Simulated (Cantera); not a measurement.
Input: 1 mol PH3, a varied amount of O2, at 900 °C and 0.0133 bar.

Equilibrium computed with Cantera from the NASA thermochemical tables; the gas is ideal and each condensed phase is pure. Candidate condensed phases: H2O, P, P4O10; 17 gas species. Gases not in the tables: HPO2, HPO3 and P4O6. Kinetics and transport are ignored.

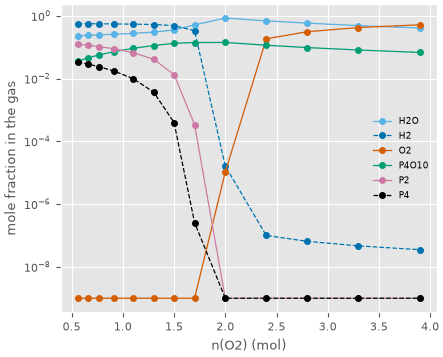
*Equilibrium gas composition (values under 1e-9 drawn at 1e-9)*

Read off the mole fractions at 3.3 mol O2.

H2O about 0.49, O2 about 0.43, P4O10 about 0.082, H2 about 4.7e-8.
